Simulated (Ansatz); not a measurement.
# Structural relaxation of random alloy of the fcc Cu-Al line, x = 0.0156 (128 atoms), part 2 of 2

Wanted: the relaxed structure of random alloy of the fcc Cu-Al line, x = 0.0156 (128 atoms) and its electronic structure.

Ansatz 0.2.0; Kohn-Sham DFT, PBE, PAW (set soft_2), plane waves.

The cell: 126 Cu and 2 Al. The host structure and its lattice constant were typed by rule, without a check against the phase diagram.

So far. Step 3 (Cell and atoms relaxed): The relaxation changed the energy by -3.87 meV/atom, and atoms moved by 0.033 Å r.m.s., 0.08 Å at most.

**5. Single point at the relaxed geometry**

The electronic structure is read at the final geometry, in a run of its own.

File input.yaml:

```yaml
crystal:
  lattice:
    - [-7.27057, 7.27195, 7.27127]
    - [7.27207, -7.27043, 7.27126]
    - [7.26986, 7.26973, -7.26976]
  atoms:
    - { symbol: Cu, position: [0.50016, 0.00014, 2.0e-05] }
    - { symbol: Cu, position: [0.75014, 0.1252, 0.12486] }
    - { symbol: Cu, position: [0.62522, 0.25017, 0.12535] }
    - { symbol: Cu, position: [0.62513, 0.12512, 0.25001] }
    - { symbol: Cu, position: [0.75028, 0.25026, 0.00021] }
    - { symbol: Cu, position: [9.0e-05, 0.3753, 0.12506] }
    - { symbol: Cu, position: [0.87515, 0.50028, 0.12512] }
    - { symbol: Cu, position: [0.87528, 0.37528, 0.25022] }
    - { symbol: Cu, position: [0.75021, 0.00035, 0.24968] }
    - { symbol: Cu, position: [6.0e-05, 0.1251, 0.37505] }
    - { symbol: Cu, position: [0.87502, 0.25004, 0.37486] }
    - { symbol: Cu, position: [0.87515, 0.12541, 0.49996] }
    - { symbol: Cu, position: [0.00082, 0.0008, 0.00087] }
    - { symbol: Cu, position: [0.25024, 0.12508, 0.12506] }
    - { symbol: Cu, position: [0.12517, 0.25022, 0.12505] }
    - { symbol: Cu, position: [0.12536, 0.12532, 0.25028] }
    - { symbol: Cu, position: [0.25005, 0.25003, 0.99981] }
    - { symbol: Cu, position: [0.49979, 0.37471, 0.12471] }
    - { symbol: Cu, position: [0.37474, 0.49974, 0.12465] }
    - { symbol: Cu, position: [0.37459, 0.37459, 0.24923] }
    - { symbol: Cu, position: [0.49992, 0.4999, 0.99988] }
    - { symbol: Cu, position: [0.7502, 0.62514, 0.12504] }
    - { symbol: Cu, position: [0.62525, 0.75023, 0.12507] }
    - { symbol: Cu, position: [0.6246, 0.62455, 0.24889] }
    - { symbol: Cu, position: [0.75074, 0.75073, 0.00111] }
    - { symbol: Cu, position: [0.00065, 0.87554, 0.12533] }
    - { symbol: Cu, position: [0.87557, 0.0006, 0.12536] }
    - { symbol: Cu, position: [0.87552, 0.87546, 0.25017] }
    - { symbol: Cu, position: [0.25027, 0.00014, 0.25009] }
    - { symbol: Cu, position: [0.50012, 0.1252, 0.37515] }
    - { symbol: Cu, position: [0.37492, 0.24987, 0.37475] }
    - { symbol: Cu, position: [0.37481, 0.12476, 0.49985] }
    [... 90 atom lines left out ...]
    - { symbol: Cu, position: [0.62515, 0.00046, 0.87496] }
    - { symbol: Cu, position: [0.62512, 0.87552, 0.00031] }
    - { symbol: Cu, position: [0.00089, 0.75022, 0.75036] }
    - { symbol: Cu, position: [0.2502, 0.87525, 0.87508] }
    - { symbol: Cu, position: [0.1255, 0.00041, 0.87535] }
    - { symbol: Cu, position: [0.12563, 0.87544, 0.00025] }
kpoints:
  mp_grid: { grid: [2, 2, 2] }
hamiltonian:
  xc: pbe
scf:
  occupations: { method: fermi_dirac, width: 0.1 }
output:
  forces: true
  stress: true
  populations: true
  dos:
    method: { smearing: { sigma: 0.08 } }
    de: 0.05
    projected: { site_lists: { Al: [Al], Cu: [Cu] } }
  eigenvalues: true
  write_density: true
  write_potential: true
  volumetric_format: npy
```

Started as:

```bash
ansatz run input.yaml --threads 6 --pin off --max-ram 102400MiB --backend cuda --events-out ev --progress --plain --runs-dir out
```

Numbers of over 12 decimals in the logs are rounded to 6 here.

The log of the run:

```text
[...]
GPU FFT provider: cuFFT
GPU libraries: cuBLAS 13.8.2, cuFFT 12.4.0, cuSOLVER 12.3.4
Crystal: 128 atoms, lattice volume = 1537.611 Å³
Basis set: ecut = 420 eV, 30093 PW (Γ), exchange–correlation on 180×180×180 points (8 copies of the dense FFT grid, shifted against one another)
Bands: 1440, of which v1, the nominal top of the filled ones, is band 1200 counted from 1 (1199 counted from 0)
Symmetry: 1 space group operations
[...]
k-points: 8
[...]
GPU buffer pool allocated for 729000 grid points (all kernels)
[...]
SCF iter   1: F=—  HF=-835848.863285 eV  |F-HF|=—  |Δ(HF+E_count)|=         —  Δρ=2.03e-3  dr2=1.31e-1  ethr=1.77e-3  ⟨swp⟩=5.0  Hψ=40243  notcnv=0  defer=458
[...]
SCF iter   9: F=-835848.886752 eV  HF=-835848.886752 eV  |F-HF|=9.97e-8  |Δ(HF+E_count)|=   9.66e-8  Δρ=2.37e-6  dr2=7.58e-8  ethr=4.17e-12  ⟨swp⟩=17.6  Hψ=148397  notcnv=0
SCF 1 converged in 9 iterations: F = -835848.886752 eV  dr2 = 7.58e-8
[...]
SCF converged after 9 iterations
Free energy (F): -835848.886752 eV
[...]
Internal energy: -835847.355226 eV  (E = F + TS)
E sigma→0 (E₀):  -835848.120989 eV
Entropy (-TS):   -1.531527 eV (-11.965 meV/atom)
Fermi energy:    16.323414 eV
[...]
--- Forces (eV/Å), atoms counted from 1 ---
  atom   1  Cu    -0.00209161     0.00232308     0.00033134
  atom   2  Cu    -0.00029721    -0.00073897     0.00436108
  atom   3  Cu    -0.00188018     0.00059981    -0.00087884
  atom   4  Cu    -0.00081418    -0.00145302     0.00264373
  atom   5  Cu     0.00158283    -0.00012021    -0.00064810
  atom   6  Cu     0.00174133     0.00065732     0.00160757
  atom   7  Cu    -0.00032643    -0.00043202     0.00106280
  atom   8  Cu    -0.00123468    -0.00191461    -0.00122478
  atom   9  Cu    -0.00087584     0.00095937     0.00028151
  atom  10  Cu     0.00023302     0.00099818    -0.00067990
  atom  11  Cu     0.00196676    -0.00000238     0.00122437
  atom  12  Cu     0.00135945     0.00159073     0.00060116
  atom  13  Cu     0.00107875    -0.00090086    -0.00323254
  atom  14  Cu    -0.00055119     0.00062127     0.00159868
[...]
atom 127  Cu     0.00271223     0.00037761    -0.00095767
  atom 128  Cu     0.00029636     0.00107736     0.00197649
  max |Σ_I F_I| component: 1.81e-6 eV/Å
--- Stress (GPa, compression-positive) ---
       -0.003112       0.000229      -0.000686
        0.000229      -0.002079      -0.000817
       -0.000686      -0.000817      -0.002648
  P = ⅓ Tr σ = -0.0026 GPa (-0.026 kbar)
--- Band table (eV; the first three rows and the last of 8) ---
[...]
--- Löwdin populations: 128 sites ---
  site symbol       q [e]
     0     Cu     18.8408
     1     Cu     18.8425
     2     Cu     18.8425
[...]
127     Cu     18.8423
  spilling = 0.008200 (of n_electrons = 2400.000000)
```

The job ended after 18 s (1 × NVIDIA H100 80GB HBM3 with 6 threads of AMD EPYC 7R13 (Zen 3), shared host; peak memory 5.5 GiB; 53 s of CPU time).

That memory is the host's; the program planned up to 42.2 GiB on the GPU.

Numbers from this run:

| Quantity | Value |
| --- | --- |
| free energy | -835848.8868 eV |
| free energy per atom | -6530.0694 eV/atom |
| SCF cycles | 9 |
| pressure | -0.002613 GPa |
| r.m.s. force component | 0.00154 eV/Å |
| longest force | 0.00655 eV/Å |
| Fermi energy | 16.32 eV |
| levels partly filled by over 2 per cent | 141 |
| spilling of the projection | 0.0082 |

States in the cell by windows of 1 eV, zero at the Fermi level; the larger projections on atomic orbitals stand beside the total:

```csv
from (eV),to (eV),total,Cu d,Cu s
-10,-9,2.2,0.0,2.0
-9,-8,9.0,0.1,8.4
-8,-7,13.3,0.6,11.9
-7,-6,23.0,2.6,19.1
-6,-5,43.9,17.3,24.7
-5,-4,179.5,153.6,23.3
-4,-3,339.1,326.4,6.7
-3,-2,435.2,422.1,7.6
-2,-1,303.0,289.8,9.5
-1,0,45.4,22.1,17.3
0,1,36.1,8.8,14.9
1,2,26.7,4.2,8.8
2,3,28.1,2.8,9.4
3,4,29.6,2.5,12.3
4,5,37.7,2.1,16.0
```

About 1006 of the 2400 electrons lie in deeper levels, below the stored range.

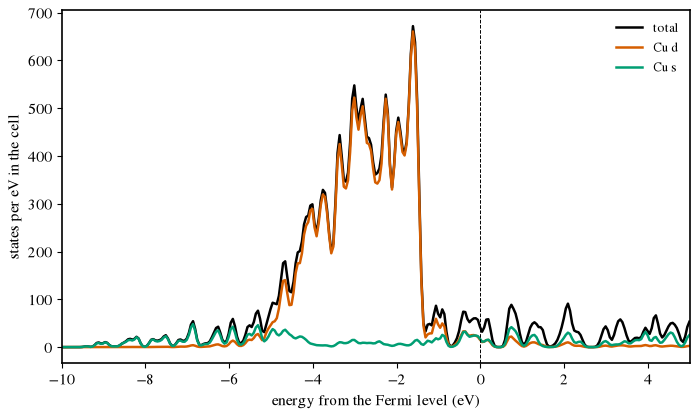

Total and projected density of states, with the broadening of the input.

The levels nearest the highest filled one (over half full), pooled over k-points and spins:

```csv
level less the highest filled one (eV),occupation
-0.0079,1.24
-0.006,1.23
-4.0e-4,1.2
-3.0e-4,1.2
-2.0e-4,1.20
0,1.20
0.0588,0.908
0.0617,0.893
0.0857,0.776
0.0991,0.714
0.123,0.61
0.123,0.606
```

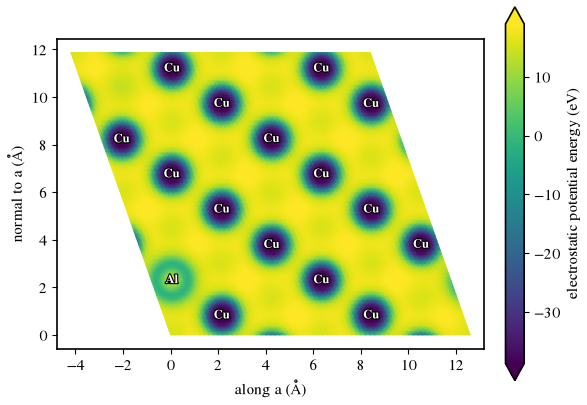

Electrostatic potential energy in the ac plane at fractional y = 0.624, with atoms of Cu and Al within 0.2 Å of it. With pseudopotentials it is smooth inside the atoms' cores, unlike the true potential. The map starts off the cell's origin, so that atoms lie inside it.

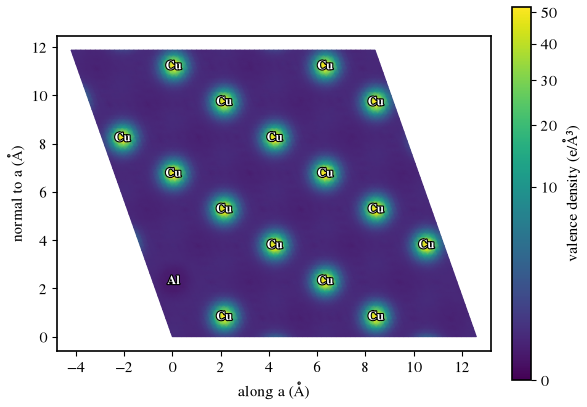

Valence density in the ac plane at fractional y = 0.624, with atoms of Cu and Al within 0.2 Å of it. It is the smooth field of the valence electrons, not physical close to the nuclei. The map starts off the cell's origin, so that atoms lie inside it. The colour scale is stretched toward low values.

Local excerpt of 13 atoms (numbers count through the whole input) about Cu35, picked at random; x, y, z are measured from there.

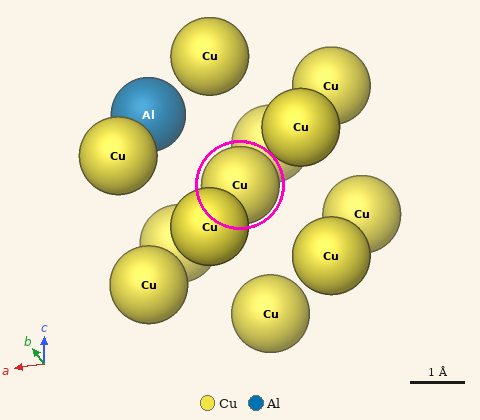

The atoms of the table, within 2.6 Å (arrows a, b, c point along x, y, z); some may hide others; the central atom is ringed.

```csv
atom,x,y,z,distance (Å),bonds
Cu35,0.00,0.00,0.00,0.00,12
Cu33,-1.81,0.00,-1.82,2.56,12
Cu18,-1.81,-1.82,0.00,2.57,12
Cu34,-1.81,1.82,0.00,2.57,12
Cu81,1.82,-0.01,-1.81,2.57,12
Cu37,-1.81,0.00,1.82,2.57,12
Cu36,0.00,1.82,-1.81,2.57,12
Cu20,0.01,-1.82,-1.81,2.57,12
Cu82,1.82,1.83,0.01,2.58,12
Cu24,0.00,-1.82,1.82,2.58,12
Cu66,1.83,-1.83,0.00,2.58,12
Al85,1.83,0.00,1.83,2.58,12
Cu40,0.00,1.83,1.83,2.59,12
```

The column of bonds counts only the pairs Cu-Cu within 2.98 Å, Cu-Al within 2.98 Å; other neighbours, such as metal atoms beside each other in a compound, aren't counted, and periodic images can show an atom twice.

**6. K-mesh 3×3×3**

Large cells are often run on few k-points; this run checks whether the reference had enough.

Changes to input.yaml since step 5:

```diff
@@ -8,3 +8,3 @@
 kpoints:
-  mp_grid: { grid: [2, 2, 2] }
+  mp_grid: { grid: [3, 3, 3] }
 hamiltonian:
@@ -22,4 +22 @@
   eigenvalues: true
-  write_density: true
-  write_potential: true
-  volumetric_format: npy
```

The log of the run:

```text
[...]
GPU FFT provider: cuFFT
GPU libraries: cuBLAS 13.8.2, cuFFT 12.4.0, cuSOLVER 12.3.4
Crystal: 128 atoms, lattice volume = 1537.611 Å³
Basis set: ecut = 420 eV, 30093 PW (Γ), exchange–correlation on 180×180×180 points (8 copies of the dense FFT grid, shifted against one another)
Bands: 1440, of which v1, the nominal top of the filled ones, is band 1200 counted from 1 (1199 counted from 0)
Symmetry: 1 space group operations
[...]
k-points: 14 of 27 (time reversal used)
[...]
GPU buffer pool allocated for 729000 grid points (all kernels)
[...]
SCF iter   1: F=—  HF=-835849.186675 eV  |F-HF|=—  |Δ(HF+E_count)|=         —  Δρ=1.38e-3  dr2=4.43e-2  ethr=1.77e-3  ⟨swp⟩=5.0  Hψ=70222  notcnv=0  defer=944
[...]
SCF iter   8: F=—  HF=-835849.219924 eV  |F-HF|=—  |Δ(HF+E_count)|=   1.06e-8  Δρ=4.46e-6  dr2=4.86e-7  ethr=1.65e-10  ⟨swp⟩=2.2  Hψ=31467  notcnv=0  defer=1621
SCF iter   9: F=-835849.219924 eV  HF=-835849.219925 eV  |F-HF|=3.27e-8  |Δ(HF+E_count)|=   2.20e-8  Δρ=1.53e-6  dr2=3.85e-8  ethr=4.17e-12  ⟨swp⟩=11.1  Hψ=103376  notcnv=0
SCF 1 converged in 9 iterations: F = -835849.219924 eV  dr2 = 3.85e-8
[...]
SCF converged after 9 iterations
Free energy (F): -835849.219924 eV
[...]
Internal energy: -835848.109443 eV  (E = F + TS)
E sigma→0 (E₀):  -835848.664684 eV
Entropy (-TS):   -1.110482 eV (-8.676 meV/atom)
Fermi energy:    16.385275 eV
[...]
Σ components = -835849.219924   (vs F -835849.219924, Δ=0.00e0)
--- Forces (eV/Å), atoms counted from 1 ---
  atom   1  Cu     0.00171087     0.00202197    -0.00091241
  atom   2  Cu     0.00351113     0.00085589     0.00445028
  atom   3  Cu    -0.00567374    -0.00094059    -0.00094829
  atom   4  Cu     0.00152540     0.00247806     0.00227808
[...]
atom 128  Cu    -0.00012183     0.00509060     0.00215833
  max |Σ_I F_I| component: 1.84e-6 eV/Å
--- Stress (GPa, compression-positive) ---
       -0.237835       0.001778      -0.014122
        0.001777      -0.236955      -0.014325
       -0.014122      -0.014325      -0.228640
  P = ⅓ Tr σ = -0.2345 GPa (-2.345 kbar)
--- Band table (eV; the first three rows and the last of 14) ---
[...]
--- Löwdin populations: 128 sites ---
  site symbol       q [e]
     0     Cu     18.8371
     1     Cu     18.8382
     2     Cu     18.8382
[...]
127     Cu     18.8387
  spilling = 0.008401 (of n_electrons = 2400.000000)
```

It took 47 s on 1 × NVIDIA H100 80GB HBM3 with 6 threads; peak memory 5.7 GiB; 2.3 min of CPU time.

That memory is the host's.

The program notes that it cut back its plan to fit the GPU's memory.

Geometry and reference: those of the single point at the relaxed geometry.

Forces differ from those of the single point at the relaxed geometry by 2.8 meV/Å r.m.s.; the energy by -2.6 meV/atom and the pressure by -0.23 GPa. It took 47 s and 9 cycles; the reference's time can't be set against it, since the two runs asked for unlike analyses.

**7. Functional r2SCAN (500 eV)**

The meta-GGA r2SCAN uses the kinetic energy density as well as the density and its gradient. Besides, the cutoff goes from 420 to 500 eV.

This step: Kohn-Sham DFT, r2SCAN, PAW (set soft_2), plane waves (Ansatz 0.2.0).

Changes to input.yaml since step 6:

```diff
@@ -8,5 +8,5 @@
 kpoints:
-  mp_grid: { grid: [3, 3, 3] }
+  mp_grid: { grid: [2, 2, 2] }
 hamiltonian:
-  xc: pbe
+  xc: r2scan
 scf:
```

The log of the run:

```text
[...]
GPU FFT provider: cuFFT
GPU libraries: cuBLAS 13.8.2, cuFFT 12.4.0, cuSOLVER 12.3.4
Crystal: 128 atoms, lattice volume = 1537.611 Å³
Basis set: ecut = 500 eV, 39015 PW (Γ), exchange–correlation on 384×384×384 points (64 copies of the dense FFT grid, shifted against one another)
Bands: 1440, of which v1, the nominal top of the filled ones, is band 1200 counted from 1 (1199 counted from 0)
Symmetry: 1 space group operations
[...]
k-points: 8
[...]
GPU buffer pool allocated for 884736 grid points (all kernels)
[...]
SCF iter   1: F=—  HF=-836619.752038 eV  |F-HF|=—  |Δ(HF+E_count)|=         —  Δρ=4.10e-2  dr2=1.44e1  dr2_τ=1.23e-1  ethr=1.77e-3  ⟨swp⟩=5.0  Hψ=39181  notcnv=0  defer=356
[...]
SCF iter  14: F=—  HF=-836617.215660 eV  |F-HF|=—  |Δ(HF+E_count)|=   1.57e-7  Δρ=4.38e-6  dr2=2.09e-7  dr2_τ=1.82e-9  ethr=8.77e-12  ⟨swp⟩=2.0  Hψ=19651  notcnv=0
SCF iter  15: F=-836617.215659 eV  HF=-836617.215659 eV  |F-HF|=6.36e-8  |Δ(HF+E_count)|=   2.05e-8  Δρ=2.40e-6  dr2=7.50e-8  dr2_τ=4.91e-10  ethr=4.17e-12  ⟨swp⟩=1.0  Hψ=31168  notcnv=0
SCF 1 converged in 15 iterations: F = -836617.215659 eV  dr2 = 7.50e-8
[...]
SCF converged after 15 iterations
Free energy (F): -836617.215659 eV
[...]
Internal energy: -836615.745701 eV  (E = F + TS)
E sigma→0 (E₀):  -836616.480680 eV
Entropy (-TS):   -1.469958 eV (-11.484 meV/atom)
Fermi energy:    16.107701 eV
[...]
Σ components = -836617.215659   (vs F -836617.215659, Δ=0.00e0)
--- Forces (eV/Å), atoms counted from 1 ---
  atom   1  Cu    -0.00388424     0.00234415     0.00050885
  atom   2  Cu    -0.00227432    -0.00075968     0.00372892
  atom   3  Cu     0.00024290     0.00062730    -0.00046142
  atom   4  Cu    -0.00110327    -0.00197205     0.00252917
[...]
atom 128  Cu     0.00015901    -0.00215777     0.00043213
  max |Σ_I F_I| component: 1.03e-6 eV/Å
--- Stress (GPa, compression-positive) ---
       -6.317268       0.001939       0.001037
        0.001939      -6.316462       0.000942
        0.001037       0.000942      -6.317782
  P = ⅓ Tr σ = -6.3172 GPa (-63.172 kbar)
--- Band table (eV; the first three rows and the last of 8) ---
[...]
--- Löwdin populations: 128 sites ---
  site symbol       q [e]
     0     Cu     18.8420
     1     Cu     18.8437
     2     Cu     18.8436
[...]
127     Cu     18.8436
  spilling = 0.008141 (of n_electrons = 2400.000000)
```

The job ended after 29 s (1 × NVIDIA H100 80GB HBM3 with 6 threads; peak memory 6.6 GiB).

That memory is the host's; the program planned up to 50.1 GiB on the GPU.

Geometry and reference: those of the single point at the relaxed geometry.

Forces differ from those of the single point at the relaxed geometry by 7.5 meV/Å r.m.s.; the pressure by -6.3 GPa. It took 29 s and 15 cycles; the reference's time can't be set against it, since the two runs asked for unlike analyses.

**8. Functional PBEsol**

PBEsol restores the gradient expansion of exchange for slowly varying densities and usually gives shorter bonds in solids than PBE.

This step: Kohn-Sham DFT, PBEsol, PAW (set soft_2), plane waves (Ansatz 0.2.0).

Changes to input.yaml since step 7:

```diff
@@ -10,3 +10,3 @@
 hamiltonian:
-  xc: r2scan
+  xc: pbesol
 scf:
```

The log of the run:

```text
[...]
GPU FFT provider: cuFFT
GPU libraries: cuBLAS 13.8.2, cuFFT 12.4.0, cuSOLVER 12.3.4
Crystal: 128 atoms, lattice volume = 1537.611 Å³
Basis set: ecut = 420 eV, 30093 PW (Γ), exchange–correlation on 180×180×180 points (8 copies of the dense FFT grid, shifted against one another)
Bands: 1440, of which v1, the nominal top of the filled ones, is band 1200 counted from 1 (1199 counted from 0)
Symmetry: 1 space group operations
[...]
k-points: 8
[...]
GPU buffer pool allocated for 729000 grid points (all kernels)
[...]
SCF iter   1: F=—  HF=-831234.901485 eV  |F-HF|=—  |Δ(HF+E_count)|=         —  Δρ=2.00e-2  dr2=3.33e0  ethr=1.77e-3  ⟨swp⟩=5.0  Hψ=40227  notcnv=0  defer=451
[...]
SCF iter   9: F=—  HF=-831234.178660 eV  |F-HF|=—  |Δ(HF+E_count)|=   2.87e-7  Δρ=6.42e-6  dr2=4.73e-7  ethr=5.25e-11  ⟨swp⟩=2.2  Hψ=19635  notcnv=0  defer=1529
SCF iter  10: F=-831234.178660 eV  HF=-831234.178660 eV  |F-HF|=3.93e-8  |Δ(HF+E_count)|=   1.07e-7  Δρ=1.41e-6  dr2=4.93e-8  ethr=4.17e-12  ⟨swp⟩=9.8  Hψ=66099  notcnv=0
SCF 1 converged in 10 iterations: F = -831234.178660 eV  dr2 = 4.93e-8
[...]
SCF converged after 10 iterations
Free energy (F): -831234.178660 eV
[...]
Internal energy: -831232.623777 eV  (E = F + TS)
E sigma→0 (E₀):  -831233.401219 eV
Entropy (-TS):   -1.554883 eV (-12.148 meV/atom)
Fermi energy:    16.130041 eV
[...]
Σ components = -831234.178660   (vs F -831234.178660, Δ=0.00e0)
--- Forces (eV/Å), atoms counted from 1 ---
  atom   1  Cu    -0.00224687     0.00212340     0.00038064
  atom   2  Cu    -0.00049420    -0.00062833     0.00398200
  atom   3  Cu    -0.00152571     0.00050242    -0.00077403
  atom   4  Cu    -0.00051318    -0.00127682     0.00248744
[...]
atom 128  Cu     0.00025381     0.00217868     0.00326653
  max |Σ_I F_I| component: 1.69e-6 eV/Å
--- Stress (GPa, compression-positive) ---
       -7.925021      -0.000468      -0.000150
       -0.000468      -7.924054      -0.000256
       -0.000150      -0.000256      -7.923902
  P = ⅓ Tr σ = -7.9243 GPa (-79.243 kbar)
--- Band table (eV; the first three rows and the last of 8) ---
[...]
--- Löwdin populations: 128 sites ---
  site symbol       q [e]
     0     Cu     18.8386
     1     Cu     18.8403
     2     Cu     18.8403
[...]
127     Cu     18.8401
  spilling = 0.008317 (of n_electrons = 2400.000000)
```

Wall time 17 s (1 × NVIDIA H100 80GB HBM3 with 6 threads); peak memory 5.5 GiB; 51 s of CPU time.

That memory is the host's; the program planned up to 42.2 GiB on the GPU.

Geometry and reference: those of the single point at the relaxed geometry.

Forces differ from those of the single point at the relaxed geometry by 11 meV/Å r.m.s.; the pressure by -7.9 GPa.

**9. Cost against change**

Each row is set against the single point at the relaxed geometry (Kohn-Sham DFT, PBE, PAW (set soft_2), plane waves; r.m.s. force component 0.00154 eV/Å). Energies are set beside the reference only for runs with its functional, potentials and electron count. Times are for 1 × NVIDIA H100 80GB HBM3 with 6 threads of AMD EPYC 7R13 (Zen 3), shared host. The reference's time includes grids, which some other runs skip.

```csv
run,"Δ force, r.m.s. (meV/Å)",Δ energy (meV/atom),Δ pressure (GPa),cycles,time,host memory (GiB)
reference,-,-,-,9,18 s,5.5
k-mesh 3×3×3,2.79,-2.60,-0.232,9,47 s,5.7
functional r2SCAN (500 eV),7.48,-,-6.31,15,29 s,6.6
functional PBEsol,10.7,-,-7.92,10,17 s,5.5
```

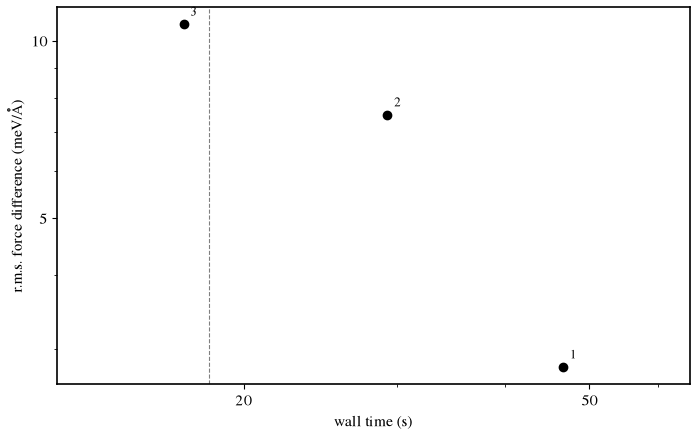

Force difference from the reference against wall time; the dashed line marks the reference's time. Points: 1 k-mesh 3×3×3; 2 functional r2SCAN (500 eV); 3 functional PBEsol.

**10. Outcome**

```yaml
energy_change_in_the_relaxation: -3.874 meV/atom
r_m_s_displacement: 0.033 Å
largest_displacement: 0.08 Å
free_energy_per_atom: -6530.0694 eV/atom
density: 8.705 g/cm³
pressure: -0.002613 GPa
r_m_s_force_component: 0.00154 eV/Å
wall_time_of_the_6_dft_runs: 2.6 min
```

In words: Relaxation lowers the energy by 3.87 meV/atom and moves atoms by 0.033 Å r.m.s.; the r.m.s. force component goes from 0.14 to 0.0015 eV/Å. Displacements are taken in the final cell, so they leave out its strain. By the final cutoffs no bond was broken or made. The cell shrank by 0.5 % in volume. From the first step to the last the energy fell by 0.496 eV, across changes of basis, and the largest move was 0.08 Å (Cu113). The Cu-Cu bonds go from 2.575 Å (spread 0.028) to 2.570 Å (spread 0.004). Counting bonds as in the table, all Al atoms have 12 and all Cu atoms have 12 bonded neighbours. 141 levels are partly filled, by over 2 % (on the run's k-points), as in a metal.

Among the changes of functional, dispersion, potentials or spin, functional PBEsol moves the forces most, by 11 meV/Å r.m.s.

[Logs are printed without paths, hosts, clocks, repeated set-up lines and the standing remarks that a program may print on its own settings, such as how far it seeks lower states.]

[Hosts, paths, dates, database ids (printed as entryN), source tags and the programs' standing remarks are cut or masked in the printed files.]
